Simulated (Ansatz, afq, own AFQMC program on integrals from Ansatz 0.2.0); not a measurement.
**SiH+ (triplet): quantum Monte Carlo beside coupled cluster, cc-pVTZ**

Aim: compute SiH+ (triplet) with auxiliary-field quantum Monte Carlo on the same integrals as coupled cluster, and set the energies side by side.

Computed with Ansatz 0.2.0, Gaussian basis, and an in-house AFQMC program (afq) on its integrals; all values are calculated. Level: cc-pVTZ, frozen cores.

The runs, in order: Full CI; PBE (unrestricted); r2SCAN (unrestricted); PBE0 (unrestricted); B3LYP (unrestricted); CCSD(T) on UHF; wB97M-V (unrestricted); B2PLYP (unrestricted); Full CI; Full CI (quintet); CCSDT(Q) on UHF; CCSD(T) on UHF; CCSD(T) on UHF; Phaseless AFQMC, CISD trial on UHF; Phaseless AFQMC, single-determinant trial on UHF; Free-projection AFQMC, CISD trial on UHF.

1 further run of the same task is left out (it didn't finish).

## 1. What is computed

The geometry is a PBE0/def2-TZVP stationary point (not a proven minimum) of the parent state, kept for this charge and spin.

2 atoms, charge 1, spin multiplicity 3.

Atoms are counted from 1 here; the program's logs count them from 0.

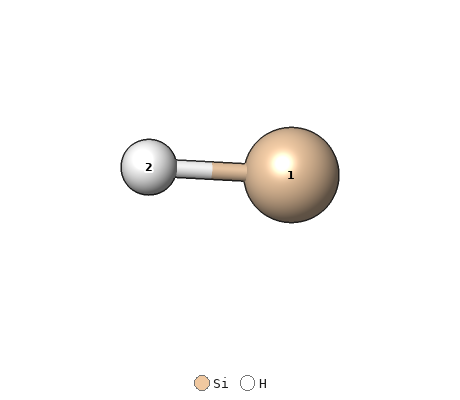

The geometry (silicon light orange, hydrogen white); atoms are numbered from 1 in the order of the file.

As a file:

```xyz
2
charge 1, multiplicity 3
Si    0.0000    0.0000    0.0000
H     0.0000    0.0000    1.5317
```

## 2. Full CI

Contents of in.yaml:

```yaml
crystal:
  periodic: [false, false, false]
  atoms:
    - {symbol: Si, position_ang: [0.000000, 0.000000, 0.000000]}
    - {symbol: H, position_ang: [0.000000, 0.000000, 1.531705]}
basis:
  gaussian: {orbitals: cc-pVTZ}
total_charge: 1
magnetization: {spin_polarized: false, initial_magnetization: 2}
correlation: {method: fci, electrons: outside_noble_gas}
```

The run is started by

```bash
$ ansatz run in.yaml --threads 1 --pin off --events-out ev --progress --plain --max-ram 16896MiB --backend cuda --devices 0, --max-vram 18GiB
```

Log:

```text
Functional definition: HF
  name "HF"
  cite "Fock, Z. Phys. 61, 126 (1930) doi:10.1007/BF01340294"
  parent pbe
  exchange = exact_x
  correlation = 0
521 factors; integrals over basis functions are off by at most 2.2e-7 eV
mean field evaluation 1: about -7866.4067 eV, gradient 5.8e0 eV
mean field evaluation 2: about -7866.4084 eV, gradient 5.8e0 eV
mean field evaluation 4: about -7866.8243 eV, gradient 1.1e0 eV
mean field evaluation 8: about -7866.8766 eV, gradient 7.0e-3 eV
mean field evaluation 16: about -7866.8755 eV, gradient 4.7e-1 eV
mean field -7866.87657588 eV, -289.1023818033 hartree, gradient 8.9e-7 eV, S^2 2.000000; 2 other end points of the search recorded, 0 dependent functions left out
mean field evaluation 32: about -7866.9958 eV, gradient 2.5e-3 eV
5 core orbitals not correlated: weight in the atoms' cores, before any rotation towards them, 1.000 or more for the frozen orbitals, at most 0.000 for the correlated occupied ones
reference -7866.87657588 eV, -289.1023818033 hartree; 3, 1 occupied and 40, 42 virtual orbitals, 521 factors
state -7868.86704116 eV, -289.1755300528 hartree
Total energy: -7868.86704116 eV, -289.1755300528 hartree
```

Run time: 2.8 s. Hardware: 1 × NVIDIA H100 80GB HBM3 with 1 thread of AMD EPYC 7R13 (Zen 3), shared host; peak host memory 1.6 GiB.

From the report: 203,780 determinants, symmetry B1.

## 3. PBE (unrestricted)

Changes to in.yaml since step 2:

```diff
@@ -8,3 +8,4 @@
 total_charge: 1
-magnetization: {spin_polarized: false, initial_magnetization: 2}
-correlation: {method: fci, electrons: outside_noble_gas}
+magnetization: {spin_polarized: true, initial_magnetization: 2}
+hamiltonian: {xc: {name: PBE}}
+output: {orbitals: {seedname: orbitals}}
```

The run is started by

```bash
$ ansatz run in.yaml --threads 1 --pin off --events-out ev --progress --plain --max-ram 5632MiB --backend cpu
```

Log:

```text
Functional definition: PBE
  name "PBE"
  cite "Perdew, Burke & Ernzerhof, Phys. Rev. Lett. 77, 3865 (1996) doi:10.1103/PhysRevLett.77.3865"
  parent pbe
  parameter kappa = 0.804
  parameter beta = 0.06672455060314922
  exchange = pbe_x(kappa = kappa, mu = beta*pi^2/3)
  correlation = pbe_c(beta = beta)
335 factors; their error is unknown
mean field evaluation 1: about -7876.1008 eV, gradient 9.5e0 eV
mean field evaluation 2: about -7875.9501 eV, gradient 9.4e0 eV
mean field evaluation 4: about -7876.9213 eV, gradient 3.7e-1 eV
mean field evaluation 8: about -7876.9000 eV, gradient 1.2e-3 eV
mean field evaluation 16: about -7876.9000 eV, gradient 6.0e-2 eV
mean field -7876.90004718 eV, -289.4707375792 hartree, gradient 3.7e-5 eV, S^2 2.003582; 3 other end points of the search recorded, 0 dependent functions left out
reference -7876.90007766 eV, -289.4707386994 hartree; 8, 6 occupied and 40, 42 virtual orbitals, 335 factors
Total energy: -7876.90007766 eV, -289.4707386994 hartree
```

Run time: 0.45 s. Hardware: 1 thread of AMD EPYC 7R13 (Zen 3), shared host; peak memory 1.6 GiB.

From the report: ⟨S²⟩ of the determinant 2.004 (pure triplet: 2.00).

## 4. r2SCAN (unrestricted)

Changes to in.yaml since step 3:

```diff
@@ -9,3 +9,2 @@
 magnetization: {spin_polarized: true, initial_magnetization: 2}
-hamiltonian: {xc: {name: PBE}}
-output: {orbitals: {seedname: orbitals}}
+hamiltonian: {xc: {name: r2SCAN}}
```

Same command.

Log:

```text
Functional definition: r2SCAN
  name "r2SCAN"
  cite "Furness, Kaplan, Ning, Perdew & Sun, J. Phys. Chem. Lett. 11, 8208 (2020) doi:10.1021/acs.jpclett.0c02405"
  cite "Furness, Kaplan, Ning, Perdew & Sun, J. Phys. Chem. Lett. 11, 9248 (2020) doi:10.1021/acs.jpclett.0c03077"
  parent r2scan
  parameter k0 = 0.174
  parameter k1 = 0.065
  parameter a1 = 4.9479
  exchange = r2scan_x(k0 = k0, k1 = k1, a1 = a1)
  correlation = r2scan_c
335 factors; their error is unknown
mean field evaluation 1: about -7879.5997 eV, gradient 8.7e0 eV
mean field evaluation 2: about -7879.7668 eV, gradient 6.9e0 eV
mean field evaluation 4: about -7880.2711 eV, gradient 3.1e-1 eV
mean field evaluation 8: about -7880.2495 eV, gradient 2.1e-3 eV
mean field evaluation 16: about -7880.0882 eV, gradient 3.7e0 eV
mean field -7880.24954291 eV, -289.5938292769 hartree, gradient 3.1e-5 eV, S^2 2.007984; 3 other end points of the search recorded, 0 dependent functions left out
reference -7880.24955385 eV, -289.5938296789 hartree; 8, 6 occupied and 40, 42 virtual orbitals, 335 factors
Total energy: -7880.24955385 eV, -289.5938296789 hartree
```

Wall time 1.1 s (1 thread of AMD EPYC 7R13 (Zen 3), shared host); peak memory 1.6 GiB.

From the report: ⟨S²⟩ of the determinant 2.008 (pure triplet: 2.00).

## 5. PBE0 (unrestricted)

Changes to in.yaml since step 4:

```diff
@@ -9,2 +9,3 @@
 magnetization: {spin_polarized: true, initial_magnetization: 2}
-hamiltonian: {xc: {name: r2SCAN}}
+hamiltonian: {xc: {name: PBE0}}
+output: {orbitals: {seedname: orbitals}}
```

The command is unchanged.

Log:

```text
Functional definition: PBE0
  name "PBE0"
  cite "Adamo & Barone, J. Chem. Phys. 110, 6158 (1999) doi:10.1063/1.478522"
  cite "Perdew, Burke & Ernzerhof, Phys. Rev. Lett. 77, 3865 (1996) doi:10.1103/PhysRevLett.77.3865"
  parent pbe
  parameter a = 0.25
  parameter kappa = 0.804
  parameter beta = 0.06672455060314922
  exchange = (1 - a)*pbe_x(kappa = kappa, mu = beta*pi^2/3) + a*exact_x
  correlation = pbe_c(beta = beta)
344 factors; their error is unknown
mean field evaluation 1: about -7877.1363 eV, gradient 7.5e0 eV
mean field evaluation 2: about -7877.4515 eV, gradient 4.2e0 eV
mean field evaluation 4: about -7877.6267 eV, gradient 2.3e-1 eV
mean field evaluation 8: about -7877.6608 eV, gradient 1.8e-3 eV
mean field -7877.66077143 eV, -289.4986936798 hartree, gradient 1.9e-5 eV, S^2 2.006081; 0 other end points of the search recorded, 0 dependent functions left out
reference -7877.66079434 eV, -289.4986945216 hartree; 8, 6 occupied and 40, 42 virtual orbitals, 344 factors
Total energy: -7877.66079434 eV, -289.4986945216 hartree
```

It took 0.4 s on 1 thread of AMD EPYC 7R13 (Zen 3), shared host; peak memory 1.6 GiB.

From the report: ⟨S²⟩ of the determinant 2.006 (pure triplet: 2.00).

## 6. B3LYP (unrestricted)

Changes to in.yaml since step 5:

```diff
@@ -9,3 +9,2 @@
 magnetization: {spin_polarized: true, initial_magnetization: 2}
-hamiltonian: {xc: {name: PBE0}}
-output: {orbitals: {seedname: orbitals}}
+hamiltonian: {xc: {name: B3LYP}}
```

Launched as before.

Log:

```text
Functional definition: B3LYP
  name "B3LYP"
  cite "Stephens, Devlin, Chabalowski & Frisch, J. Phys. Chem. 98, 11623 (1994) doi:10.1021/j100096a001"
  cite "Becke, Phys. Rev. A 38, 3098 (1988) doi:10.1103/PhysRevA.38.3098"
  cite "Lee, Yang & Parr, Phys. Rev. B 37, 785 (1988) doi:10.1103/PhysRevB.37.785"
  cite "Vosko, Wilk & Nusair, Can. J. Phys. 58, 1200 (1980) doi:10.1139/p80-159"
  parameter a0 = 0.2
  parameter ax = 0.72
  parameter ac = 0.81
  exchange = (1 - a0 - ax)*slater_x + ax*b88_x + a0*exact_x
  correlation = (1 - ac)*vwn_rpa_c + ac*lyp_c
344 factors; their error is unknown
mean field evaluation 1: about -7880.9792 eV, gradient 8.1e0 eV
mean field evaluation 2: about -7881.2842 eV, gradient 5.2e0 eV
mean field evaluation 4: about -7881.5521 eV, gradient 2.5e-1 eV
mean field evaluation 8: about -7881.5749 eV, gradient 9.0e-4 eV
mean field -7881.57493395 eV, -289.6425364994 hartree, gradient 1.8e-5 eV, S^2 2.005325; 0 other end points of the search recorded, 0 dependent functions left out
reference -7881.57510112 eV, -289.6425426426 hartree; 8, 6 occupied and 40, 42 virtual orbitals, 344 factors
Total energy: -7881.57510112 eV, -289.6425426426 hartree
```

It took 0.4 s on 1 thread of AMD EPYC 7R13 (Zen 3), shared host; peak memory 1.6 GiB.

From the report: ⟨S²⟩ of the determinant 2.005 (pure triplet: 2.00).

## 7. CCSD(T) on UHF

Changes to in.yaml since step 6:

```diff
@@ -9,2 +9,2 @@
 magnetization: {spin_polarized: true, initial_magnetization: 2}
-hamiltonian: {xc: {name: B3LYP}}
+correlation: {method: ccsd_t, electrons: outside_noble_gas, hamiltonian_folder: ham}
```

The run is started by

```bash
$ ansatz run in.yaml --threads 1 --pin off --events-out ev --progress --plain --max-ram 16896MiB --backend cuda --devices 0, --max-vram 18GiB
```

Log (excerpt; [...] marks lines left out):

```text
Functional definition: HF
  name "HF"
  cite "Fock, Z. Phys. 61, 126 (1930) doi:10.1007/BF01340294"
  parent pbe
[...]
280 factors; integrals over basis functions are off by at most 7.7e-4 eV
[...]
mean field -7866.99576562 eV, -289.1067619451 hartree, gradient 4.8e-6 eV, S^2 2.017721; 2 other end points of the search recorded, 0 dependent functions left out
5 core orbitals not correlated: weight in the atoms' cores, before any rotation towards them, 1.000 or more for the frozen orbitals, at most 0.000 for the correlated occupied ones
reference -7866.99576562 eV, -289.1067619451 hartree; 3, 1 occupied and 40, 42 virtual orbitals, 280 factors
second order -1.33574545 eV of doubles, -0.00000000 eV of singles
cycle   1  -1.62312134 eV  change   -2.9e-1 eV  update   5.2e-2
[...]
cycle  10  -1.80608868 eV  change    8.0e-7 eV  update   1.7e-6
perturbative correction -0.04912816 eV, -0.0018054267 hartree
Total energy: -7868.85098246 eV, -289.1749399065 hartree
```

It took 2.8 s on 1 × NVIDIA H100 80GB HBM3 with 1 thread of AMD EPYC 7R13 (Zen 3), shared host; peak host memory 1.6 GiB.

From the report: ⟨S²⟩ of the determinant 2.018 (pure triplet: 2.00); correlation -1.8552 eV; T1 0.027; largest double amplitude 0.08.

This run also writes the integrals to the folder ham.

## 8. wB97M-V (unrestricted)

Changes to in.yaml since step 7:

```diff
@@ -9,2 +9,3 @@
 magnetization: {spin_polarized: true, initial_magnetization: 2}
-correlation: {method: ccsd_t, electrons: outside_noble_gas, hamiltonian_folder: ham}
+hamiltonian: {xc: {name: wB97M-V}}
+output: {orbitals: {seedname: orbitals}}
```

The run is started by

```bash
$ ansatz run in.yaml --threads 1 --pin off --events-out ev --progress --plain --max-ram 5632MiB --backend cpu
```

Log (excerpt; [...] marks lines left out):

```text
Functional definition: wB97M-V
  name "wB97M-V"
  cite "Mardirossian & Head-Gordon, J. Chem. Phys. 144, 214110 (2016) doi:10.1063/1.4952647"
  cite "Becke, J. Chem. Phys. 107, 8554 (1997) doi:10.1063/1.475007"
  cite "Vydrov & Van Voorhis, J. Chem. Phys. 133, 244103 (2010) doi:10.1063/1.3521275"
  # Of w^i u^j: cxij and so on, Table III.
[...]
  gx(w, u) = 1 - cx + cx01*u + cx10*w
  gss(w, u) = css00 + css04*u^4 + css10*w + css20*w^2 + css43*w^4*u^3
  gos(w, u) = cos00 + cos10*w + (cos20 + cos21*u)*w^2 + (cos60 + cos61*u)*w^6
[...]
      + integral(e_c_pw_mod_opposite_spin*gos(b97_w_opposite, b97_u_opposite)) + vv10(b, c)
344 factors; their error is unknown
73 factors; integrals over basis functions are off by at most 1.4e-4 eV
[...]
mean field -7880.36063182 eV, -289.5979117191 hartree, gradient 2.6e-5 eV, S^2 2.004450; 0 other end points of the search recorded, 0 dependent functions left out
reference -7880.36066116 eV, -289.5979127973 hartree; 8, 6 occupied and 40, 42 virtual orbitals, 344 factors
Total energy: -7880.36066116 eV, -289.5979127973 hartree
```

Run time: 1.2 s. Hardware: 1 thread of AMD EPYC 7R13 (Zen 3), shared host; peak memory 1.6 GiB.

From the report: ⟨S²⟩ of the determinant 2.004 (pure triplet: 2.00).

## 9. B2PLYP (unrestricted)

Changes to in.yaml since step 8:

```diff
@@ -9,3 +9,3 @@
 magnetization: {spin_polarized: true, initial_magnetization: 2}
-hamiltonian: {xc: {name: wB97M-V}}
-output: {orbitals: {seedname: orbitals}}
+hamiltonian: {xc: {name: B2PLYP}}
+correlation: {electrons: outside_noble_gas}
```

Launched as before.

Log (excerpt; [...] marks lines left out):

```text
Functional definition: B2PLYP
  name "B2PLYP"
  cite "Grimme, J. Chem. Phys. 124, 034108 (2006) doi:10.1063/1.2148954"
  cite "Becke, Phys. Rev. A 38, 3098 (1988) doi:10.1103/PhysRevA.38.3098"
  cite "Lee, Yang & Parr, Phys. Rev. B 37, 785 (1988) doi:10.1103/PhysRevB.37.785"
[...]
280 factors; integrals over basis functions are off by at most 7.7e-4 eV
[...]
mean field -7877.30774037 eV, -289.4857200277 hartree, gradient 3.4e-6 eV, S^2 2.010448; 0 other end points of the search recorded, 0 dependent functions left out
5 core orbitals not correlated: weight in the atoms' cores, before any rotation towards them, 1.000 or more for the frozen orbitals, at most 0.000 for the correlated occupied ones
reference -7877.30784601 eV, -289.4857239097 hartree; 3, 1 occupied and 40, 42 virtual orbitals, 280 factors
second order -1.76741798 eV of doubles, -0.00000000 eV of singles
Total energy: -7877.78504886 eV, -289.5032607911 hartree
```

Wall time 0.45 s (1 thread of AMD EPYC 7R13 (Zen 3), shared host); peak memory 1.6 GiB.

From the report: ⟨S²⟩ of the determinant 2.010 (pure triplet: 2.00).

## 10. Full CI

Contents of in.yaml:

```yaml
hamiltonian:
  integrals:
    folder: ../ham
correlation: {method: fci}
```

The run is started by

```bash
$ ansatz run in.yaml --threads 1 --pin off --events-out ev --progress --plain --max-ram 16896MiB --backend cuda --devices 0, --max-vram 18GiB
```

Log:

```text
Functional definition: HF
  name "HF"
  cite "Fock, Z. Phys. 61, 126 (1930) doi:10.1007/BF01340294"
  parent pbe
  exchange = exact_x
  correlation = 0
reference -7866.99576562 eV, -289.1067619451 hartree; 3, 1 occupied and 40, 42 virtual orbitals, 280 factors
state -7868.86924353 eV, -289.1756109885 hartree
Total energy: -7868.86924353 eV, -289.1756109885 hartree
```

It took 3.3 s on 1 × NVIDIA H100 80GB HBM3 with 1 thread of AMD EPYC 7R13 (Zen 3), shared host; peak host memory 1.6 GiB.

From the report: 132,710 determinants.

## 11. Full CI (quintet)

Contents of in.yaml:

```yaml
crystal:
  periodic: [false, false, false]
  atoms:
    - {symbol: Si, position_ang: [0.000000, 0.000000, 0.000000]}
    - {symbol: H, position_ang: [0.000000, 0.000000, 1.531705]}
basis:
  gaussian: {orbitals: cc-pVTZ}
total_charge: 1
magnetization: {spin_polarized: false, initial_magnetization: 4}
correlation: {method: fci, electrons: outside_noble_gas}
```

Same command.

Log:

```text
Functional definition: HF
  name "HF"
  cite "Fock, Z. Phys. 61, 126 (1930) doi:10.1007/BF01340294"
  parent pbe
  exchange = exact_x
  correlation = 0
521 factors; integrals over basis functions are off by at most 2.2e-7 eV
mean field evaluation 1: about -7861.0608 eV, gradient 7.9e0 eV
mean field evaluation 2: about -7861.0657 eV, gradient 7.9e0 eV
mean field evaluation 4: about -7861.8975 eV, gradient 6.2e-1 eV
mean field evaluation 8: about -7861.9019 eV, gradient 6.4e-4 eV
mean field -7861.90188749 eV, -288.9195653767 hartree, gradient 3.4e-6 eV, S^2 6.000000; 0 other end points of the search recorded, 0 dependent functions left out
mean field evaluation 16: about -7861.9056 eV, gradient 2.0e-1 eV
5 core orbitals not correlated: weight in the atoms' cores, before any rotation towards them, 1.000 or more for the frozen orbitals, at most 0.000 for the correlated occupied ones
reference -7861.90188749 eV, -288.9195653767 hartree; 4, 0 occupied and 39, 43 virtual orbitals, 521 factors
state -7862.58888320 eV, -288.9448120034 hartree
Total energy: -7862.58888320 eV, -288.9448120034 hartree
```

Wall time 4.3 s (1 × NVIDIA H100 80GB HBM3 with 1 thread of AMD EPYC 7R13 (Zen 3), shared host); peak host memory 1.6 GiB.

From the report: 30,892 determinants, symmetry A2.

## 12. CCSDT(Q) on UHF

Changes to in.yaml since step 11:

```diff
@@ -8,3 +8,3 @@
 total_charge: 1
-magnetization: {spin_polarized: false, initial_magnetization: 4}
-correlation: {method: fci, electrons: outside_noble_gas}
+magnetization: {spin_polarized: true, initial_magnetization: 2}
+correlation: {method: ccsdt_q, electrons: outside_noble_gas}
```

Launched as before.

Log (excerpt; [...] marks lines left out):

```text
Functional definition: HF
  name "HF"
  cite "Fock, Z. Phys. 61, 126 (1930) doi:10.1007/BF01340294"
  parent pbe
[...]
521 factors; integrals over basis functions are off by at most 2.2e-7 eV
[...]
mean field -7866.99576733 eV, -289.1067620083 hartree, gradient 3.4e-6 eV, S^2 2.017721; 2 other end points of the search recorded, 0 dependent functions left out
5 core orbitals not correlated: weight in the atoms' cores, before any rotation towards them, 1.000 or more for the frozen orbitals, at most 0.000 for the correlated occupied ones
reference -7866.99576733 eV, -289.1067620083 hartree; 3, 1 occupied and 40, 42 virtual orbitals, 521 factors
second order -1.33575273 eV of doubles, -0.00000000 eV of singles
cycle   1  -1.62311980 eV  change   -2.9e-1 eV  update   5.4e-2
[...]
cycle  13  -1.87256858 eV  change    3.8e-7 eV  update   1.4e-7
perturbative correction -0.00075782 eV, -0.0000278493 hartree
Total energy: -7868.86909373 eV, -289.1756054836 hartree
```

Wall time 2.5 s (1 × NVIDIA H100 80GB HBM3 with 1 thread of AMD EPYC 7R13 (Zen 3), shared host); peak host memory 1.6 GiB.

From the report: ⟨S²⟩ of the determinant 2.018 (pure triplet: 2.00); correlation -1.8733 eV; T1 0.029; largest double amplitude 0.09.

## 13. CCSD(T) on UHF

Contents of in.yaml:

```yaml
crystal:
  periodic: [false, false, false]
  atoms:
    - {symbol: Si, position_ang: [0.000000, 0.000000, 0.000000]}
    - {symbol: H, position_ang: [0.000000, 0.000000, 1.531705]}
basis:
  gaussian: {orbitals: def2-TZVPP}
total_charge: 1
magnetization: {spin_polarized: true, initial_magnetization: 2}
correlation: {method: ccsd_t, electrons: outside_noble_gas}
```

The command is unchanged.

Log (excerpt; [...] marks lines left out):

```text
Functional definition: HF
  name "HF"
  cite "Fock, Z. Phys. 61, 126 (1930) doi:10.1007/BF01340294"
  parent pbe
[...]
320 factors; integrals over basis functions are off by at most 1.1e-3 eV
[...]
mean field -7866.87049799 eV, -289.1021584447 hartree, gradient 1.0e-5 eV, S^2 2.017632; 2 other end points of the search recorded, 0 dependent functions left out
5 core orbitals not correlated: weight in the atoms' cores, before any rotation towards them, 1.000 or more for the frozen orbitals, at most 0.000 for the correlated occupied ones
reference -7866.87049799 eV, -289.1021584447 hartree; 3, 1 occupied and 48, 50 virtual orbitals, 320 factors
second order -1.33397291 eV of doubles, -0.00000000 eV of singles
cycle   1  -1.62056664 eV  change   -2.9e-1 eV  update   5.2e-2
[...]
cycle  10  -1.80593178 eV  change    3.3e-8 eV  update   1.8e-6
perturbative correction -0.04955921 eV, -0.0018212673 hartree
Total energy: -7868.72598898 eV, -289.1703464809 hartree
```

It took 2.2 s on 1 × NVIDIA H100 80GB HBM3 with 1 thread of AMD EPYC 7R13 (Zen 3), shared host; peak host memory 1.6 GiB.

From the report: ⟨S²⟩ of the determinant 2.018 (pure triplet: 2.00); correlation -1.8555 eV; T1 0.028; largest double amplitude 0.08.

## 14. CCSD(T) on UHF

Changes to in.yaml since step 13:

```diff
@@ -6,3 +6,3 @@
 basis:
-  gaussian: {orbitals: def2-TZVPP}
+  gaussian: {orbitals: "def2-QZVPP.json"}
 total_charge: 1
```

Launched as before.

Log (excerpt; [...] marks lines left out):

```text
Functional definition: HF
  name "HF"
  cite "Fock, Z. Phys. 61, 126 (1930) doi:10.1007/BF01340294"
  parent pbe
[...]
584 factors; integrals over basis functions are off by at most 1.2e-3 eV
[...]
mean field -7867.09882877 eV, -289.1105494461 hartree, gradient 2.0e-6 eV, S^2 2.017704; 2 other end points of the search recorded, 0 dependent functions left out
5 core orbitals not correlated: weight in the atoms' cores, before any rotation towards them, 1.000 or more for the frozen orbitals, at most 0.000 for the correlated occupied ones
reference -7867.09882877 eV, -289.1105494461 hartree; 3, 1 occupied and 92, 94 virtual orbitals, 584 factors
second order -1.43212563 eV of doubles, -0.00000000 eV of singles
cycle   1  -1.69419365 eV  change   -2.6e-1 eV  update   5.1e-2
[...]
cycle  10  -1.87743669 eV  change   -3.8e-6 eV  update   2.4e-6
perturbative correction -0.05528694 eV, -0.0020317576 hartree
Total energy: -7869.03155240 eV, -289.1815757296 hartree
```

It took 2.1 s on 1 × NVIDIA H100 80GB HBM3 with 1 thread of AMD EPYC 7R13 (Zen 3), shared host; peak host memory 1.6 GiB.

From the report: ⟨S²⟩ of the determinant 2.018 (pure triplet: 2.00); correlation -1.9327 eV; T1 0.028; largest double amplitude 0.08.

[end of part 1 of 2]
